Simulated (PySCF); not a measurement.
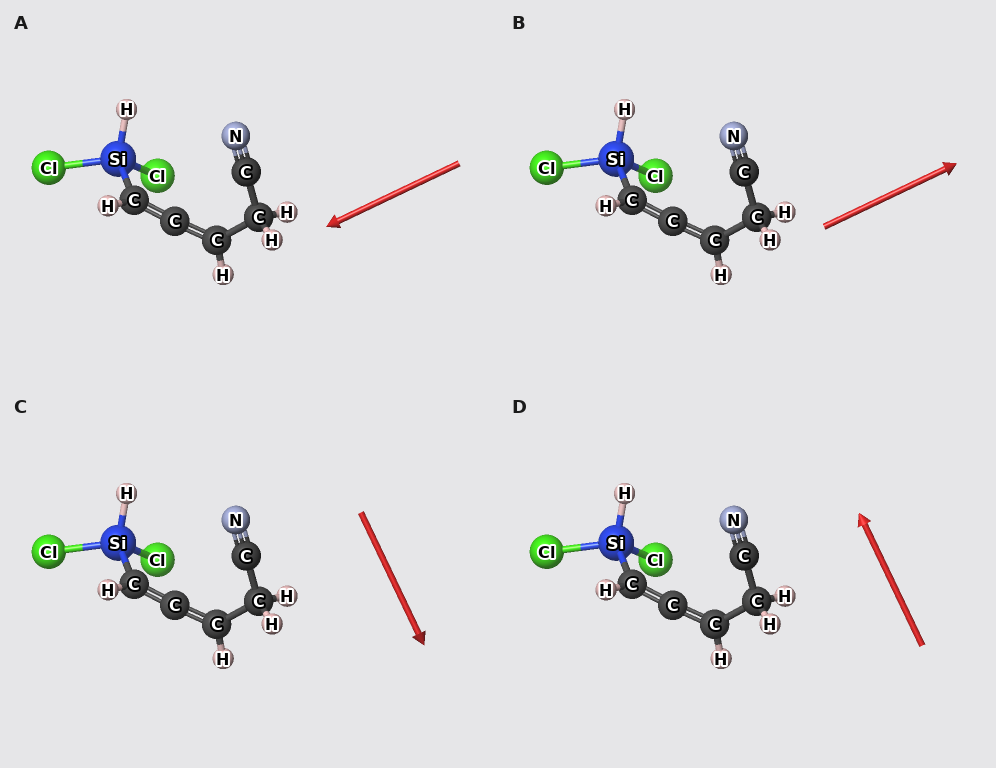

The same molecule four times, each with an arrow. The geometry was computed by an optimisation with GFN2-xTB. No frequency run is at hand to confirm it as a minimum. Level of theory: B3LYP/def2-SVPD, gas phase (PySCF 2.14.0).

> Which arrow points along the dipole moment, from the negative to the positive end?

C. The dipole moment is 3.53 D.

The geometry is semi-empirical. Around Si such bond lengths and angles can be off by a tenth of an ångström or more and by several degrees, and values that hang on the shape move with them.
